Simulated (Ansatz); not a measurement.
# CH2MgOSi (SMILES [CH2]1[Mg-]2[O][Si+]12): what the fields show

```xyz
6

C    -1.7567    1.5695   -0.2389
Mg   -3.3665    0.4808   -1.1047
O    -2.3859   -1.0703   -0.5303
Si   -1.1373   -0.2288    0.1412
H    -1.9565    2.1890    0.6555
H    -1.0954    2.1561   -0.9039
```

Geometry: B3LYP-D3(BJ)/def2-SVP.

Level of theory: Ansatz, isolated molecule in a Gaussian basis; Kohn-Sham density functional theory, functional PBE0.

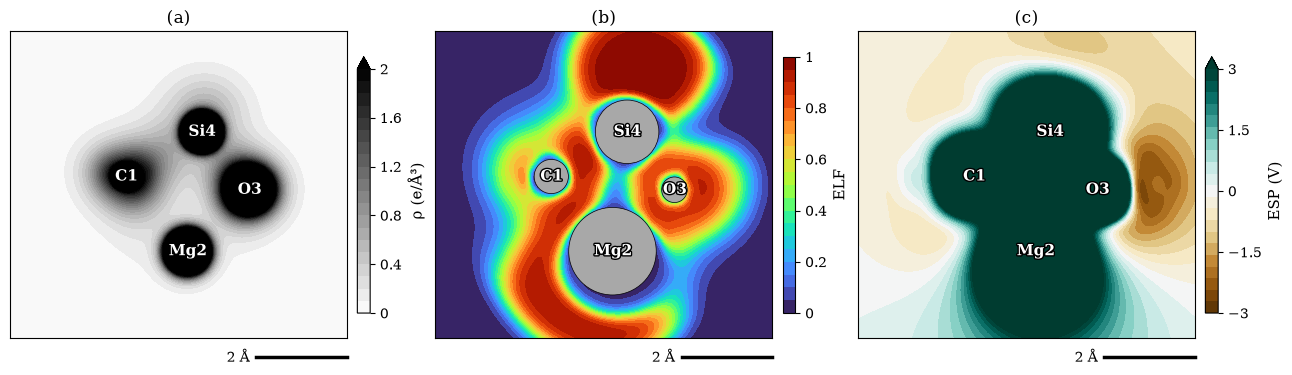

Figure 1. (a) electron density; (b) electron localisation function; (c) molecular electrostatic potential on the plane of atoms C1, Si4 and O3. Grey discs cover the atomic cores in the ELF map.

> Describe what can be read from this map.

- Atoms in the plane: C, Mg, O and Si.
- Si–O (1.65 Å): ρ at the midpoint is about 1.2 e/Å³; the ELF peaks at about 0.85 between the atoms; a polar covalent bond.
- Mg–O (1.92 Å): ρ at the midpoint is about 0.49 e/Å³; the ELF peaks at about 0.85 in the valence shell of O, 0.6 Å from its nucleus, and is about 0.30 at the midpoint (a largely ionic contact).
- C–Si (1.94 Å): the density is about 0.84 e/Å³ at the midpoint; the ELF peaks at about 0.95 between the atoms (localised, covalent bonding).
- C–Mg (2.13 Å): ρ is about 0.42 e/Å³ halfway; the ELF peaks at about 0.90 in the valence shell of C, 0.8 Å from its nucleus, and is about 0.65 at the midpoint.
- Mg–Si (2.65 Å): ρ at the midpoint is about 0.3 e/Å³; the ELF is about 0.20 at the midpoint.
- Outside the dense part of the molecule the potential is most negative (−2.4 V) near O3.

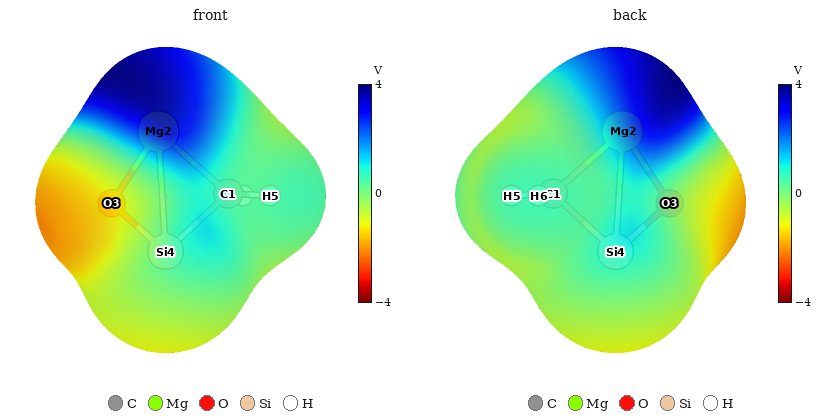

Figure 2. The molecular electrostatic potential painted on the density surface at 0.002 e/bohr³, seen from the front and from behind; the colour scale runs from red (negative) to blue (positive).

> Describe the electrostatic potential map.

The most negative region (about −2.1 V) lies over O3, the most positive (about +3.9 V) over Mg2. O3 is the likeliest acceptor of a hydrogen bond.

> What dipole moment does the calculation give?

Its dipole moment is 4.45 D.

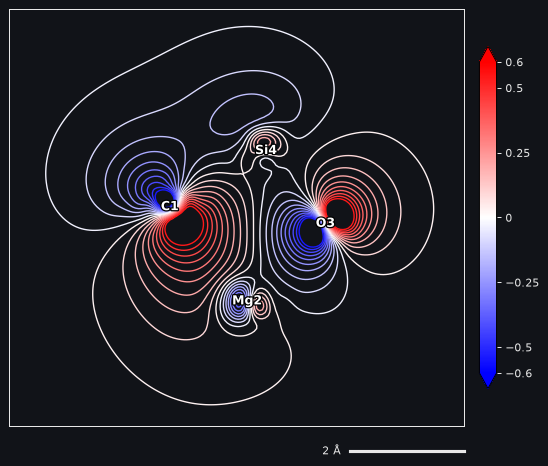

Figure 3. The HOMO−1 on the plane of atoms Mg2, Si4 and O3 (values in Å⁻³ᐟ²; the overall sign is arbitrary).

> What is the character of this orbital?

It lies mainly on C1 (about 40 %), O3 (about 25 %), Mg2 (about 15 %) and Si4 (about 15 %). Its energy is −7.13 eV.
